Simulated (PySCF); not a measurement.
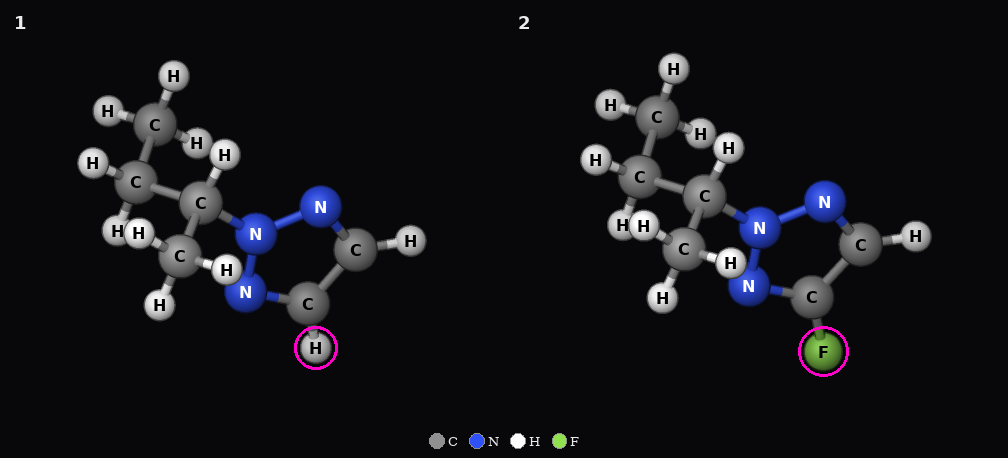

2 molecules with one skeleton, seen from the same side and at one scale; the atom that differs is circled. Charge 0, singlet. Computed geometries: GFN2-xTB optimisations, one conformation each. Properties computed with PySCF 2.14.0.

One atom differs, called X below: H in panel 1, F in panel 2. Their formulas are C6H11N3 (`CC[C@@H](C)n1nccn1`), C6H10FN3 (`CC[C@@H](C)n1ncc(F)n1`).

### In which is the GIAO shielding of the C bonded to X larger (PBE0/pcSseg-1)?

In panel 1 (X = H).

### In which is the Hirshfeld charge of X higher (PBE0/pcSseg-1)?

In panel 1 (X = H).

Give the values. With GFN2-xTB: length of X–C (Å), angle C–C–X (°). With PBE0/pcSseg-1: dipole moment (D), HOMO energy (Kohn–Sham orbital) (eV), HOMO–LUMO gap (eV), Hirshfeld charge of X (e), GIAO shielding of the C bonded to X (ppm).

```csv
quantity,1 (H),2 (F),2 − 1
length of X–C (Å),1.070,1.325,+0.255
angle C–C–X (°),130.4,128.3,−2.1
dipole moment (D),0.60,1.95,+1.35
HOMO energy (Kohn–Sham orbital) (eV),−7.53,−7.53,0.00
HOMO–LUMO gap (eV),7.64,7.36,−0.28
Hirshfeld charge of X (e),0.06,−0.07,−0.13
GIAO shielding of the C bonded to X (ppm),47.4,13.9,−33.5
```
